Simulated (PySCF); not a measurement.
## C₄H₁₂AlP: excited-state calculation

The run: excited-state calculation of C₄H₁₂AlP. Method and program: TDDFT B3LYP/def2-SVPD, vertical, gas phase, core orbitals frozen in the response (PySCF 2.14.0).

The geometry comes from this level: GFN2-xTB. It belongs to a series of runs on one base structure; here: phosphine turned into its AlH3 adduct.

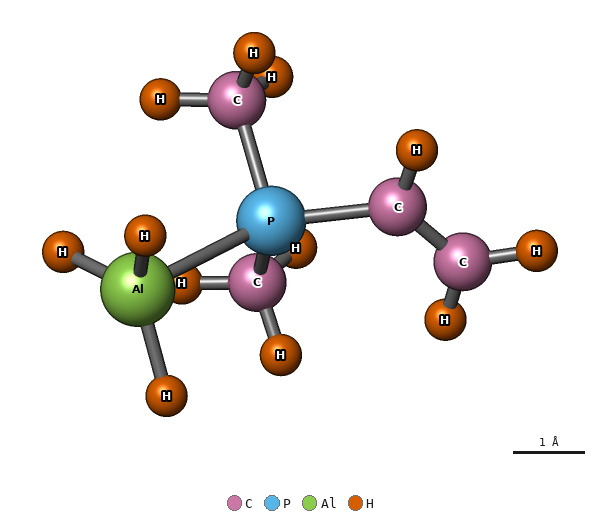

Figure 1. The structure (ball-and-stick view, seen at a tilt). Sticks mark near contacts. Bond lengths as drawn: Al–H 1.57 to 1.58 Å, Al–P 2.48 Å, C–C 1.32 Å, C–H 1.08 to 1.09 Å and C–P 1.81 to 1.83 Å.

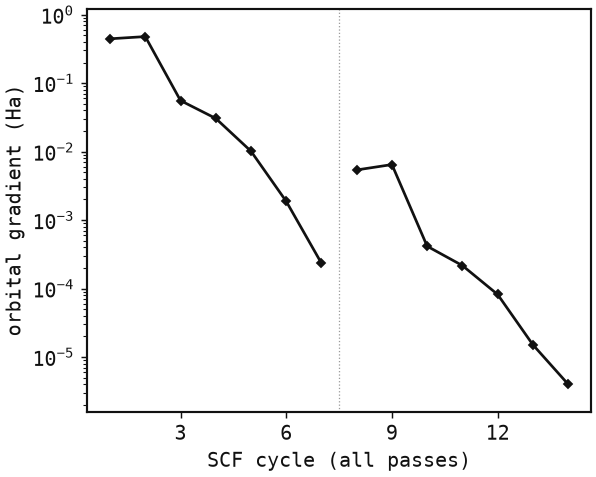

Figure 2. Convergence of the self-consistent field: orbital gradient against the SCF cycle. The dotted line marks the change from a coarse to the final integration grid. The first 7 cycles use a coarse grid, the final grid takes over at cycle 8, and the field converges after 14 cycles in all.

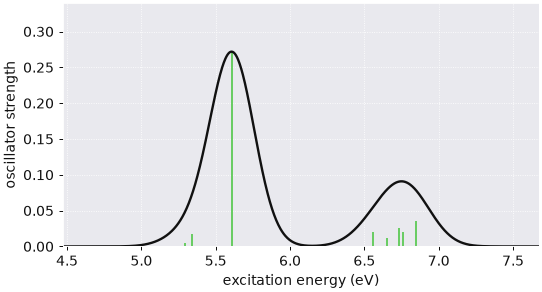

Figure 3. Computed excitations as sticks (degenerate states added up, dark ones marked on the axis), with a Gaussian envelope of 0.35 eV full width at half maximum, scaled to the tallest. Of the 8 states the lowest lies at 5.30 eV (f = 0.005); the strongest line is at 5.61 eV, or 221 nm (f = 0.272).

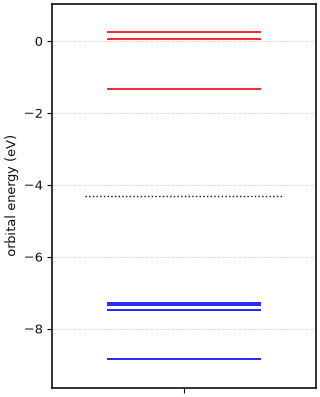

Figure 4. Orbital energies near the frontier; the dotted line parts filled from empty levels, and levels within 0.02 eV of each other stand side by side. Highest filled −7.29 eV, lowest empty −1.32 eV, 5.97 eV apart.

These pictures come from the run below.

## Input
```
{"job": {"kind": "uv", "xc": "B3LYP", "basis": "def2-SVPD", "nstates": 8, "ntriplets": 3}, "charge": 0, "multiplicity": 1}
C      1.370489    -2.279421     0.367183
C      0.869258    -1.461302    -0.544667
P      0.083002     0.136515    -0.221496
C     -1.440574    -0.024250    -1.227786
C     -0.567692    -0.014741     1.478737
Al     0.698608     2.541648    -0.246532
H      1.867219    -3.195902     0.092044
H      1.306101    -2.073613     1.422429
H      0.973852    -1.681584    -1.601186
H     -2.015301     0.894105    -1.112006
H     -2.034848    -0.880263    -0.910304
H     -1.169719    -0.133568    -2.276789
H     -1.160538    -0.920309     1.600156
H      0.261944    -0.010870     2.183561
H     -1.179930     0.867040     1.669625
H      1.222535     2.727087    -1.709964
H     -0.789000     2.985828     0.059321
H      1.695836     2.529916     0.966014
```

The first line tells a small driver script what to run in PySCF; the rest is the geometry in Å.

Command:
```bash
OMP_NUM_THREADS=1 python <driver script> task.json out
```

## What the program printed
```
coarse grid: 15032 points
cycle   1  E = -742.9960144092  dE =  1.883e-01  |g| = 4.442e-01  |ddm| = 6.135e+00
cycle   2  E = -742.9908179357  dE =  5.196e-03  |g| = 4.785e-01  |ddm| = 1.515e+00
cycle   3  E = -743.0513941406  dE = -6.058e-02  |g| = 5.563e-02  |ddm| = 7.587e-01
cycle   4  E = -743.0521897842  dE = -7.956e-04  |g| = 3.054e-02  |ddm| = 1.546e-01
cycle   5  E = -743.0524239268  dE = -2.341e-04  |g| = 1.014e-02  |ddm| = 5.211e-02
cycle   6  E = -743.0524527589  dE = -2.883e-05  |g| = 1.879e-03  |ddm| = 1.953e-02
cycle   7  E = -743.0524538106  dE = -1.052e-06  |g| = 2.343e-04  |ddm| = 5.070e-03
final grid: 133112 points
cycle   8  E = -743.1568461933  dE = -4.442e-05  |g| = 5.402e-03  |ddm| = 1.570e-01
cycle   9  E = -743.1568428006  dE =  3.393e-06  |g| = 6.470e-03  |ddm| = 1.949e-02
cycle  10  E = -743.1568541341  dE = -1.133e-05  |g| = 4.153e-04  |ddm| = 9.236e-03
cycle  11  E = -743.1568541716  dE = -3.747e-08  |g| = 2.168e-04  |ddm| = 1.021e-03
cycle  12  E = -743.1568541822  dE = -1.063e-08  |g| = 8.203e-05  |ddm| = 4.487e-04
cycle  13  E = -743.1568541842  dE = -1.959e-09  |g| = 1.513e-05  |ddm| = 1.828e-04
cycle  14  E = -743.1568541843  dE = -7.003e-11  |g| = 4.017e-06  |ddm| = 3.904e-05
converged SCF energy = -743.1568541843

Static polarisability (au): isotropic 111.237, principal 96.466 103.213 134.031

Singlet excitations
state   eV       nm        f      main configurations
  1   5.2958    234.1   0.00451   H-1->L 0.55, H->L 0.43
  2   5.3376    232.3   0.01728   H->L 0.49, H-1->L 0.42
  3   5.6106    221.0   0.27191   H-2->L 0.88
  4   6.5599    189.0   0.01967   H->L+1 0.71, H-2->L+1 0.11, H-1->L+1 0.09
  5   6.6536    186.3   0.01229   H-1->L+1 0.48, H->L+2 0.26, H->L+1 0.12
  6   6.7299    184.2   0.02535   H->L+2 0.40, H-1->L+1 0.28, H-2->L+1 0.15
  7   6.7628    183.3   0.01985   H-2->L+1 0.64, H->L+2 0.11, H->L+1 0.09
  8   6.8493    181.0   0.03580   H-1->L+2 0.40, H-2->L+2 0.27, H-1->L+3 0.11

Triplet excitations (Tamm-Dancoff, eV): 4.1146 5.1870 5.2449
```

## Key numbers

```csv
quantity,value
outcome,converged
total energy,−743.156854 hartree
HOMO,−7.29 eV
LUMO,−1.32 eV
dipole moment,5.16 D
mean polarisability,111.24 a.u.
lowest singlet excitation,5.30 eV
hardware,"1 CPU thread, shared host"
wall time,37 s
peak memory,0.85 GiB
```
